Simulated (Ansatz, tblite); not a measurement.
# GeMeCl3 (CH₃Cl₃Ge): one state, many levels

How do method and basis change the picture of GeMeCl3 (CH₃Cl₃Ge) (singlet)?

The runs use Ansatz 0.2.0, Gaussian basis; as each input shows.

Plan: GFN1-xTB, GFN2-xTB, PBE-D4/def2-TZVP, r2SCAN-D4/def2-TZVP, LC-ωPBE/def2-TZVP, BHLYP-D4/def2-TZVP, ωB97M-V/def2-TZVP, PBE-D4/def2-SVP, PBE0-D4/def2-SVP, HF/STO-3G, HF/6-31G, B3LYP-D4/6-31G, PBE0-D4/def2-TZVPD, PBE-D4/def2-TZVPD, LC-ωPBE/def2-TZVPD, CCSD(T)/def2-TZVP, RPA/def2-TZVP.

2 further runs of the same task are left out: 2 set aside as unsound or not needed.

### Step 1. The geometry

The geometry is that of the singlet, from an earlier relaxation (r2SCAN-D4/def2-SVP).

8 atoms, charge 0, spin multiplicity 1.

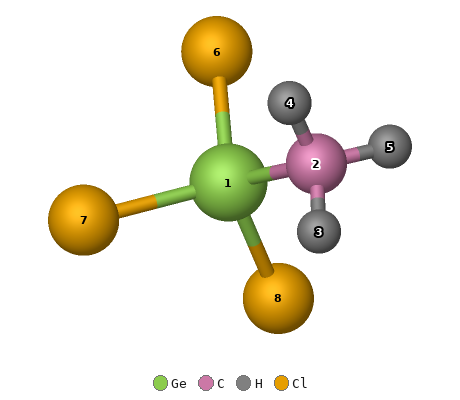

The structure; germanium green, carbon pink, hydrogen grey, chlorine amber; atoms are numbered from 1 in the order of the file.

PBE0-D4/def2-TZVP was run before; its log isn't repeated, and its numbers join the tables.

### Step 2. GFN1-xTB

Tight binding, by tblite at 300 K electronic temperature and without a spin-polarisation term:

```python
tblite.interface.Calculator('GFN1-xTB', numbers, positions, charge=0, uhf=0).singlepoint()
```

Energy -498.2797 eV, HOMO -12.32 eV, LUMO -6.28 eV; 0.011 s.

### Step 3. GFN2-xTB

Tight binding, by tblite at 300 K electronic temperature and without a spin-polarisation term:

```python
tblite.interface.Calculator('GFN2-xTB', numbers, positions, charge=0, uhf=0).singlepoint()
```

Energy -527.7547 eV, HOMO -11.94 eV, LUMO -6.26 eV; 0.009 s.

### Step 4. PBE-D4/def2-TZVP

start.molden holds the orbitals of an earlier run on this state, given as this run's starting guess.

The input, in.yaml:

```yaml
crystal:
  periodic: [false, false, false]
  atoms:
    - {symbol: Ge, position_ang: [-0.001821, 0.002348, -0.806043]}
    - {symbol: C, position_ang: [0.002556, -0.003253, 1.119475]}
    - {symbol: H, position_ang: [-1.034457, 0.036524, 1.481510]}
    - {symbol: H, position_ang: [0.557666, 0.874074, 1.480295]}
    - {symbol: H, position_ang: [0.486934, -0.923514, 1.475201]}
    - {symbol: Cl, position_ang: [2.000667, -0.024886, -1.588195]}
    - {symbol: Cl, position_ang: [-0.980214, 1.755093, -1.576138]}
    - {symbol: Cl, position_ang: [-1.031322, -1.716397, -1.586084]}
basis:
  gaussian: {orbitals: def2-TZVP, initial_orbitals: start.molden}
hamiltonian: {xc: pbe, dispersion: d4}
scf: {omitted_lower_state_checks: [starts]}
output: {forces: true, orbitals: {seedname: orbitals}}
```

On the command line:

```
> ansatz run in.yaml --threads 4 --pin off --events-out ev --progress --plain --max-ram 4787MiB
```

The program printed:

```text
Functional definition: PBE
  name "PBE"
  cite "Perdew, Burke & Ernzerhof, Phys. Rev. Lett. 77, 3865 (1996) doi:10.1103/PhysRevLett.77.3865"
  parent pbe
  parameter kappa = 0.804
  parameter beta = 0.06672455060314922
  exchange = pbe_x(kappa = kappa, mu = beta*pi^2/3)
  correlation = pbe_c(beta = beta)
these checks for a lower state are left out or cut short: starts
1438 factors; their error is unknown
mean field evaluation 1: about -95152.3035 eV, gradient 1.6e1 eV
mean field evaluation 2: about -95152.4492 eV, gradient 2.1e-1 eV
mean field evaluation 4: about -95152.4283 eV, gradient 3.9e-4 eV
mean field -95152.42832060 eV, -3496.7872441496 hartree, gradient 1.7e-5 eV, S^2 0.000000; 0 other end points of the search recorded, 0 dependent functions left out
the calculation of the forces begins
reference -95152.42836205 eV, -3496.7872456729 hartree; 46, 46 occupied and 162, 162 virtual orbitals, 1438 factors
Total energy: -95152.69965572 eV, -3496.7972155315 hartree
Atom 0 at    -0.001821     0.002348    -0.806043 Å, force    -0.000506     0.000388    -0.135404 eV/Å
Atom 1 at     0.002556    -0.003253     1.119475 Å, force     0.001043    -0.001249     0.401592 eV/Å
Atom 2 at    -1.034457     0.036524     1.481510 Å, force     0.068181    -0.003906    -0.037346 eV/Å
Atom 3 at     0.557666     0.874074     1.480295 Å, force    -0.037673    -0.056938    -0.037043 eV/Å
Atom 4 at     0.486934    -0.923514     1.475201 Å, force    -0.030656     0.061226    -0.036668 eV/Å
Atom 5 at     2.000667    -0.024886    -1.588195 Å, force     0.121846    -0.002348    -0.051911 eV/Å
Atom 6 at    -0.980214     1.755093    -1.576138 Å, force    -0.058959     0.107228    -0.051306 eV/Å
Atom 7 at    -1.031322    -1.716397    -1.586084 Å, force    -0.063276    -0.104400    -0.051915 eV/Å
Dipole moment:     0.001283    -0.001598     0.550821 e Å
Checks for a lower state left out: starts
```

It took 3.8 s on 4 threads of Intel Xeon at 2.70GHz, shared host.

Report: HOMO -7.72 eV, LUMO -2.25 eV.

### Step 5. r2SCAN-D4/def2-TZVP

in.yaml, as its differences from that of step 4:

```diff
@@ -13,4 +13,4 @@
   gaussian: {orbitals: def2-TZVP, initial_orbitals: start.molden}
-hamiltonian: {xc: pbe, dispersion: d4}
+hamiltonian: {xc: r2scan, dispersion: d4}
 scf: {omitted_lower_state_checks: [starts]}
-output: {forces: true, orbitals: {seedname: orbitals}}
+output: {orbitals: {seedname: orbitals}}
```

Same command.

The program printed:

```text
Functional definition: r2SCAN
  name "r2SCAN"
  cite "Furness, Kaplan, Ning, Perdew & Sun, J. Phys. Chem. Lett. 11, 8208 (2020) doi:10.1021/acs.jpclett.0c02405"
  cite "Furness, Kaplan, Ning, Perdew & Sun, J. Phys. Chem. Lett. 11, 9248 (2020) doi:10.1021/acs.jpclett.0c03077"
  parent r2scan
  parameter k0 = 0.174
  parameter k1 = 0.065
  parameter a1 = 4.9479
  exchange = r2scan_x(k0 = k0, k1 = k1, a1 = a1)
  correlation = r2scan_c
these checks for a lower state are left out or cut short: starts
1438 factors; their error is unknown
mean field evaluation 1: about -95174.5932 eV, gradient 1.2e1 eV
mean field evaluation 2: about -95174.6375 eV, gradient 8.5e-2 eV
mean field evaluation 4: about -95174.6150 eV, gradient 1.6e-4 eV
mean field -95174.61499914 eV, -3497.6025895473 hartree, gradient 1.5e-5 eV, S^2 0.000000; 0 other end points of the search recorded, 0 dependent functions left out
reference -95174.61500967 eV, -3497.6025899344 hartree; 46, 46 occupied and 162, 162 virtual orbitals, 1438 factors
Total energy: -95174.67928900 eV, -3497.6049521563 hartree
Checks for a lower state left out: starts
```

Wall time 4.7 s (4 threads of Intel Xeon at 2.70GHz, shared host).

Report: HOMO -8.11 eV, LUMO -2.01 eV.

### Step 6. LC-ωPBE/def2-TZVP

in.yaml, as its differences from that of step 5:

```diff
@@ -13,3 +13,3 @@
   gaussian: {orbitals: def2-TZVP, initial_orbitals: start.molden}
-hamiltonian: {xc: r2scan, dispersion: d4}
+hamiltonian: {xc: {name: LC-wPBE}}
 scf: {omitted_lower_state_checks: [starts]}
```

Launched as before.

The program printed (excerpt; [...] marks lines left out):

```text
Functional definition: LC-wPBE
  name "LC-wPBE"
  cite "Vydrov & Scuseria, J. Chem. Phys. 125, 234109 (2006) doi:10.1063/1.2409292"
  cite "Heyd & Scuseria, J. Chem. Phys. 120, 7274 (2004) doi:10.1063/1.1668634"
  cite "Ernzerhof & Perdew, J. Chem. Phys. 109, 3313 (1998) doi:10.1063/1.476928"
  cite "Perdew, Burke & Ernzerhof, Phys. Rev. Lett. 77, 3865 (1996) doi:10.1103/PhysRevLett.77.3865"
  parent pbe
[...]
1438 factors; their error is unknown
359 factors; integrals over basis functions are off by at most 4.1e-5 eV
[...]
mean field -95159.52566070 eV, -3497.0480665875 hartree, gradient 1.7e-5 eV, S^2 0.000000; 0 other end points of the search recorded, 0 dependent functions left out
reference -95159.52566071 eV, -3497.0480665878 hartree; 46, 46 occupied and 162, 162 virtual orbitals, 1438 factors
Total energy: -95159.52566071 eV, -3497.0480665878 hartree
Checks for a lower state left out: starts
```

It took 4.1 s on 4 threads of Intel Xeon at 2.70GHz, shared host.

HOMO -11.97 eV, LUMO 1.03 eV.

### Step 7. BHLYP-D4/def2-TZVP

in.yaml, as its differences from that of step 6:

```diff
@@ -13,3 +13,3 @@
   gaussian: {orbitals: def2-TZVP, initial_orbitals: start.molden}
-hamiltonian: {xc: {name: LC-wPBE}}
+hamiltonian: {xc: {name: BHLYP}, dispersion: d4}
 scf: {omitted_lower_state_checks: [starts]}
```

The command is unchanged.

The program printed:

```text
Functional definition: BHLYP
  name "BHLYP"
  cite "Becke, J. Chem. Phys. 98, 1372 (1993) doi:10.1063/1.464304"
  cite "Becke, Phys. Rev. A 38, 3098 (1988) doi:10.1103/PhysRevA.38.3098"
  cite "Lee, Yang & Parr, Phys. Rev. B 37, 785 (1988) doi:10.1103/PhysRevB.37.785"
  parameter a = 0.5
  exchange = (1 - a)*b88_x + a*exact_x
  correlation = lyp_c
these checks for a lower state are left out or cut short: starts
1680 factors; their error is unknown
mean field evaluation 1: about -95175.7678 eV, gradient 1.4e1 eV
mean field evaluation 2: about -95175.8696 eV, gradient 1.7e-1 eV
mean field evaluation 4: about -95176.6433 eV, gradient 3.9e-4 eV
mean field -95176.64331205 eV, -3497.6771286719 hartree, gradient 6.7e-6 eV, S^2 0.000000; 0 other end points of the search recorded, 0 dependent functions left out
reference -95176.64351502 eV, -3497.6771361308 hartree; 46, 46 occupied and 162, 162 virtual orbitals, 1680 factors
Total energy: -95177.02880100 eV, -3497.6912951297 hartree
Checks for a lower state left out: starts
```

Run time: 7 s. Hardware: 4 threads of Intel Xeon at 2.70GHz, shared host; peak memory 0.78 GiB.

From the report: HOMO -10.44 eV, LUMO -0.20 eV.

### Step 8. ωB97M-V/def2-TZVP

in.yaml, as its differences from that of step 7:

```diff
@@ -13,3 +13,3 @@
   gaussian: {orbitals: def2-TZVP, initial_orbitals: start.molden}
-hamiltonian: {xc: {name: BHLYP}, dispersion: d4}
+hamiltonian: {xc: {name: wB97M-V}}
 scf: {omitted_lower_state_checks: [starts]}
```

Launched as before.

The program printed (excerpt; [...] marks lines left out):

```text
Functional definition: wB97M-V
  name "wB97M-V"
  cite "Mardirossian & Head-Gordon, J. Chem. Phys. 144, 214110 (2016) doi:10.1063/1.4952647"
  cite "Becke, J. Chem. Phys. 107, 8554 (1997) doi:10.1063/1.475007"
  cite "Vydrov & Van Voorhis, J. Chem. Phys. 133, 244103 (2010) doi:10.1063/1.3521275"
  # Of w^i u^j: cxij and so on, Table III.
[...]
  gx(w, u) = 1 - cx + cx01*u + cx10*w
  gss(w, u) = css00 + css04*u^4 + css10*w + css20*w^2 + css43*w^4*u^3
  gos(w, u) = cos00 + cos10*w + (cos20 + cos21*u)*w^2 + (cos60 + cos61*u)*w^6
[...]
      + integral(e_c_pw_mod_opposite_spin*gos(b97_w_opposite, b97_u_opposite)) + vv10(b, c)
[...]
1487 factors; their error is unknown
282 factors; integrals over basis functions are off by at most 3.4e-5 eV
[...]
mean field -95172.37570211 eV, -3497.5202968992 hartree, gradient 1.8e-5 eV, S^2 0.000000; 0 other end points of the search recorded, 0 dependent functions left out
reference -95172.37574711 eV, -3497.5202985532 hartree; 46, 46 occupied and 162, 162 virtual orbitals, 1487 factors
Total energy: -95172.37574711 eV, -3497.5202985532 hartree
Checks for a lower state left out: starts
```

Wall time 12 s (4 threads of Intel Xeon at 2.70GHz, shared host); peak memory 0.88 GiB.

From the report: HOMO -11.43 eV, LUMO 0.79 eV.

### Step 9. PBE-D4/def2-SVP

in.yaml, as its differences from that of step 8:

```diff
@@ -12,4 +12,4 @@
 basis:
-  gaussian: {orbitals: def2-TZVP, initial_orbitals: start.molden}
-hamiltonian: {xc: {name: wB97M-V}}
+  gaussian: {orbitals: def2-SVP, initial_orbitals: start.molden}
+hamiltonian: {xc: pbe, dispersion: d4}
 scf: {omitted_lower_state_checks: [starts]}
```

Launched as before.

The program printed:

```text
Functional definition: PBE
  name "PBE"
  cite "Perdew, Burke & Ernzerhof, Phys. Rev. Lett. 77, 3865 (1996) doi:10.1103/PhysRevLett.77.3865"
  parent pbe
  parameter kappa = 0.804
  parameter beta = 0.06672455060314922
  exchange = pbe_x(kappa = kappa, mu = beta*pi^2/3)
  correlation = pbe_c(beta = beta)
these checks for a lower state are left out or cut short: starts
1268 factors; their error is unknown
mean field evaluation 1: about -95130.7468 eV, gradient 1.2e1 eV
mean field evaluation 2: about -95130.9905 eV, gradient 2.0e-1 eV
mean field evaluation 4: about -95130.9143 eV, gradient 2.2e-4 eV
mean field -95130.91428092 eV, -3495.9966177742 hartree, gradient 2.1e-5 eV, S^2 0.000000; 0 other end points of the search recorded, 0 dependent functions left out
reference -95130.91431349 eV, -3495.9966189713 hartree; 46, 46 occupied and 69, 69 virtual orbitals, 1268 factors
Total energy: -95131.18560717 eV, -3496.0065888298 hartree
Checks for a lower state left out: starts
```

Wall time 1.4 s (4 threads of Intel Xeon at 2.70GHz, shared host).

From the report: HOMO -7.47 eV, LUMO -1.93 eV.

### Step 10. PBE0-D4/def2-SVP

in.yaml, as its differences from that of step 9:

```diff
@@ -13,3 +13,3 @@
   gaussian: {orbitals: def2-SVP, initial_orbitals: start.molden}
-hamiltonian: {xc: pbe, dispersion: d4}
+hamiltonian: {xc: pbe0, dispersion: d4}
 scf: {omitted_lower_state_checks: [starts]}
```

Same command.

The program printed:

```text
Functional definition: PBE0
  name "PBE0"
  cite "Adamo & Barone, J. Chem. Phys. 110, 6158 (1999) doi:10.1063/1.478522"
  cite "Perdew, Burke & Ernzerhof, Phys. Rev. Lett. 77, 3865 (1996) doi:10.1103/PhysRevLett.77.3865"
  parent pbe
  parameter a = 0.25
  parameter kappa = 0.804
  parameter beta = 0.06672455060314922
  exchange = (1 - a)*pbe_x(kappa = kappa, mu = beta*pi^2/3) + a*exact_x
  correlation = pbe_c(beta = beta)
these checks for a lower state are left out or cut short: starts
1093 factors; integrals over basis functions are off by at most 1.2e-3 eV
mean field evaluation 1: about -95135.5904 eV, gradient 8.0e0 eV
mean field evaluation 2: about -95135.7402 eV, gradient 1.0e-1 eV
mean field evaluation 4: about -95135.8344 eV, gradient 7.1e-4 eV
mean field -95135.83438713 eV, -3496.1774283424 hartree, gradient 2.6e-5 eV, S^2 0.000000; 0 other end points of the search recorded, 0 dependent functions left out
reference -95135.83441160 eV, -3496.1774292415 hartree; 46, 46 occupied and 69, 69 virtual orbitals, 1093 factors
Total energy: -95136.06903388 eV, -3496.1860514512 hartree
Checks for a lower state left out: starts
```

Run time: 2.3 s. Hardware: 4 threads of Intel Xeon at 2.70GHz, shared host.

HOMO -8.99 eV, LUMO -0.96 eV.

### Step 11. HF/STO-3G

in.yaml, as its differences from that of step 10:

```diff
@@ -12,4 +12,4 @@
 basis:
-  gaussian: {orbitals: def2-SVP, initial_orbitals: start.molden}
-hamiltonian: {xc: pbe0, dispersion: d4}
+  gaussian: {orbitals: STO-3G}
+hamiltonian: {xc: hf}
 scf: {omitted_lower_state_checks: [starts]}
```

The command is unchanged.

The program printed:

```text
Functional definition: HF
  name "HF"
  cite "Fock, Z. Phys. 61, 126 (1930) doi:10.1007/BF01340294"
  parent pbe
  exchange = exact_x
  correlation = 0
these checks for a lower state are left out or cut short: starts
586 factors; integrals over basis functions are off by at most 1.9e-5 eV
mean field evaluation 1: about -94008.3725 eV, gradient 2.2e1 eV
mean field evaluation 2: about -94008.4273 eV, gradient 2.2e1 eV
mean field evaluation 4: about -94011.1758 eV, gradient 1.2e0 eV
mean field evaluation 8: about -94011.1868 eV, gradient 1.0e-2 eV
mean field -94011.18680384 eV, -3454.8473919699 hartree, gradient 2.7e-5 eV, S^2 0.000000; 0 other end points of the search recorded, 0 dependent functions left out
reference -94011.18680384 eV, -3454.8473919699 hartree; 46, 46 occupied and 7, 7 virtual orbitals, 586 factors
Total energy: -94011.18680384 eV, -3454.8473919699 hartree
Checks for a lower state left out: starts
```

Wall time 0.45 s (4 threads of Intel Xeon at 2.70GHz, shared host).

Report: HOMO -10.82 eV, LUMO 5.87 eV.

### Step 12. HF/6-31G

in.yaml, as its differences from that of step 11:

```diff
@@ -12,3 +12,3 @@
 basis:
-  gaussian: {orbitals: STO-3G}
+  gaussian: {orbitals: 6-31G}
 hamiltonian: {xc: hf}
```

Same command.

The program printed:

```text
Functional definition: HF
  name "HF"
  cite "Fock, Z. Phys. 61, 126 (1930) doi:10.1007/BF01340294"
  parent pbe
  exchange = exact_x
  correlation = 0
these checks for a lower state are left out or cut short: starts
902 factors; integrals over basis functions are off by at most 2.2e-4 eV
mean field evaluation 1: about -95051.1568 eV, gradient 2.4e1 eV
mean field evaluation 2: about -95051.2783 eV, gradient 2.4e1 eV
mean field evaluation 4: about -95053.3524 eV, gradient 2.6e0 eV
mean field evaluation 8: about -95053.3706 eV, gradient 1.1e-1 eV
mean field -95053.37068881 eV, -3493.1469433250 hartree, gradient 2.6e-5 eV, S^2 0.000000; 0 other end points of the search recorded, 0 dependent functions left out
reference -95053.37068881 eV, -3493.1469433250 hartree; 46, 46 occupied and 37, 37 virtual orbitals, 902 factors
Total energy: -95053.37068881 eV, -3493.1469433250 hartree
Checks for a lower state left out: starts
```

It took 1.4 s on 4 threads of Intel Xeon at 2.70GHz, shared host.

Report: HOMO -12.69 eV, LUMO 1.86 eV.

### Step 13. B3LYP-D4/6-31G

in.yaml, as its differences from that of step 12:

```diff
@@ -13,3 +13,3 @@
   gaussian: {orbitals: 6-31G}
-hamiltonian: {xc: hf}
+hamiltonian: {xc: {name: B3LYP}, dispersion: d4}
 scf: {omitted_lower_state_checks: [starts]}
```

Same command.

The program printed (excerpt; [...] marks lines left out):

```text
Functional definition: B3LYP
  name "B3LYP"
  cite "Stephens, Devlin, Chabalowski & Frisch, J. Phys. Chem. 98, 11623 (1994) doi:10.1021/j100096a001"
  cite "Becke, Phys. Rev. A 38, 3098 (1988) doi:10.1103/PhysRevA.38.3098"
  cite "Lee, Yang & Parr, Phys. Rev. B 37, 785 (1988) doi:10.1103/PhysRevB.37.785"
  cite "Vosko, Wilk & Nusair, Can. J. Phys. 58, 1200 (1980) doi:10.1139/p80-159"
[...]
902 factors; integrals over basis functions are off by at most 2.2e-4 eV
[...]
mean field -95165.66543711 eV, -3497.2736992089 hartree, gradient 5.6e-6 eV, S^2 0.000000; 0 other end points of the search recorded, 0 dependent functions left out
reference -95165.66569608 eV, -3497.2737087259 hartree; 46, 46 occupied and 37, 37 virtual orbitals, 902 factors
Total energy: -95166.10896696 eV, -3497.2899986304 hartree
Checks for a lower state left out: starts
```

Run time: 1.7 s. Hardware: 4 threads of Intel Xeon at 2.70GHz, shared host.

Report: HOMO -9.07 eV, LUMO -2.09 eV.

### Step 14. PBE0-D4/def2-TZVPD

in.yaml, as its differences from that of step 13:

```diff
@@ -12,4 +12,4 @@
 basis:
-  gaussian: {orbitals: 6-31G}
-hamiltonian: {xc: {name: B3LYP}, dispersion: d4}
+  gaussian: {orbitals: def2-TZVPD, initial_orbitals: start.molden}
+hamiltonian: {xc: pbe0, dispersion: d4}
 scf: {omitted_lower_state_checks: [starts]}
```

The command is unchanged.

The program printed:

```text
Functional definition: PBE0
  name "PBE0"
  cite "Adamo & Barone, J. Chem. Phys. 110, 6158 (1999) doi:10.1063/1.478522"
  cite "Perdew, Burke & Ernzerhof, Phys. Rev. Lett. 77, 3865 (1996) doi:10.1103/PhysRevLett.77.3865"
  parent pbe
  parameter a = 0.25
  parameter kappa = 0.804
  parameter beta = 0.06672455060314922
  exchange = (1 - a)*pbe_x(kappa = kappa, mu = beta*pi^2/3) + a*exact_x
  correlation = pbe_c(beta = beta)
these checks for a lower state are left out or cut short: starts
1677 factors; their error is unknown
mean field evaluation 1: about -95156.8437 eV, gradient 8.2e0 eV
mean field evaluation 2: about -95156.9072 eV, gradient 1.2e-1 eV
mean field evaluation 4: about -95157.2181 eV, gradient 3.4e-4 eV
mean field -95157.21810449 eV, -3496.9632654611 hartree, gradient 1.7e-5 eV, S^2 0.000000; 0 other end points of the search recorded, 0 dependent functions left out
reference -95157.21816448 eV, -3496.9632676656 hartree; 46, 46 occupied and 210, 210 virtual orbitals, 1677 factors
Total energy: -95157.45278676 eV, -3496.9718898753 hartree
Checks for a lower state left out: starts
```

Wall time 8 s (4 threads of Intel Xeon at 2.70GHz, shared host); peak memory 1 GiB.

Report: HOMO -9.21 eV, LUMO -1.41 eV.

### Step 15. PBE-D4/def2-TZVPD

in.yaml, as its differences from that of step 14:

```diff
@@ -13,3 +13,3 @@
   gaussian: {orbitals: def2-TZVPD, initial_orbitals: start.molden}
-hamiltonian: {xc: pbe0, dispersion: d4}
+hamiltonian: {xc: pbe, dispersion: d4}
 scf: {omitted_lower_state_checks: [starts]}
```

The command is unchanged.

The program printed:

```text
Functional definition: PBE
  name "PBE"
  cite "Perdew, Burke & Ernzerhof, Phys. Rev. Lett. 77, 3865 (1996) doi:10.1103/PhysRevLett.77.3865"
  parent pbe
  parameter kappa = 0.804
  parameter beta = 0.06672455060314922
  exchange = pbe_x(kappa = kappa, mu = beta*pi^2/3)
  correlation = pbe_c(beta = beta)
these checks for a lower state are left out or cut short: starts
1540 factors; their error is unknown
mean field evaluation 1: about -95152.3057 eV, gradient 1.9e1 eV
mean field evaluation 2: about -95152.5283 eV, gradient 3.6e-1 eV
mean field evaluation 4: about -95152.5059 eV, gradient 2.8e-1 eV
mean field evaluation 8: about -95152.5060 eV, gradient 2.6e-5 eV
mean field -95152.50601330 eV, -3496.7900993039 hartree, gradient 2.6e-5 eV, S^2 0.000000; 0 other end points of the search recorded, 0 dependent functions left out
reference -95152.50609043 eV, -3496.7901021381 hartree; 46, 46 occupied and 210, 210 virtual orbitals, 1540 factors
Total energy: -95152.77738410 eV, -3496.8000719967 hartree
Checks for a lower state left out: starts
```

It took 4.8 s on 4 threads of Intel Xeon at 2.70GHz, shared host.

From the report: HOMO -7.78 eV, LUMO -2.38 eV.

### Step 16. LC-ωPBE/def2-TZVPD

in.yaml, as its differences from that of step 15:

```diff
@@ -13,3 +13,3 @@
   gaussian: {orbitals: def2-TZVPD, initial_orbitals: start.molden}
-hamiltonian: {xc: pbe, dispersion: d4}
+hamiltonian: {xc: {name: LC-wPBE}}
 scf: {omitted_lower_state_checks: [starts]}
```

The command is unchanged.

The program printed (excerpt; [...] marks lines left out):

```text
Functional definition: LC-wPBE
  name "LC-wPBE"
  cite "Vydrov & Scuseria, J. Chem. Phys. 125, 234109 (2006) doi:10.1063/1.2409292"
  cite "Heyd & Scuseria, J. Chem. Phys. 120, 7274 (2004) doi:10.1063/1.1668634"
  cite "Ernzerhof & Perdew, J. Chem. Phys. 109, 3313 (1998) doi:10.1063/1.476928"
  cite "Perdew, Burke & Ernzerhof, Phys. Rev. Lett. 77, 3865 (1996) doi:10.1103/PhysRevLett.77.3865"
  parent pbe
[...]
1540 factors; their error is unknown
559 factors; integrals over basis functions are off by at most 3.5e-5 eV
[...]
mean field -95159.59741034 eV, -3497.0507033381 hartree, gradient 7.5e-6 eV, S^2 0.000000; 0 other end points of the search recorded, 0 dependent functions left out
reference -95159.59741035 eV, -3497.0507033385 hartree; 46, 46 occupied and 210, 210 virtual orbitals, 1540 factors
Total energy: -95159.59741035 eV, -3497.0507033385 hartree
Checks for a lower state left out: starts
```

It took 6.5 s on 4 threads of Intel Xeon at 2.70GHz, shared host; peak memory 0.72 GiB.

From the report: HOMO -12.00 eV, LUMO 0.69 eV.

(Part 1 of 2 ends here.)
